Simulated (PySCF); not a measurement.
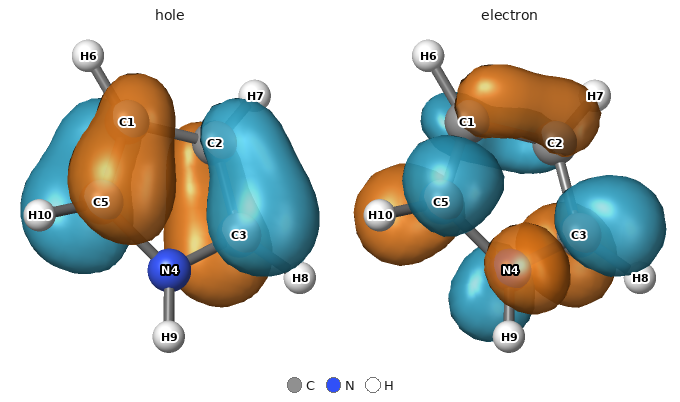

Figure 1: C$_{4}$H$_{5}$N, SMILES `c1cc[nH]c1`. Leading natural transition orbital pair of T₁ (full linear response triplet states); the surfaces enclose about 70 % of each orbital's density.

Level of theory: CAM-B3LYP/6-31G* (PySCF), at a geometry from GFN2-xTB. No frequency check shows the geometry to be a minimum. Without diffuse functions Rydberg states are missing, so the states' numbers hold for this basis only.

**What kind of excitation is it, and where does it lie?**

4.16 eV (298 nm), spin-forbidden from the singlet ground state, π → π*; the leading pair carries 91 %; hole on C3 and C5 (28 % each), C1 and C2 (16 % each) and N4 (5 %), electron on C3 and C5 (24 % each), N4 (18 %) and C1 and C2 (12 % each); their centroids lie 0.2 Å apart. The HOMO–LUMO gap is 9.92 eV.
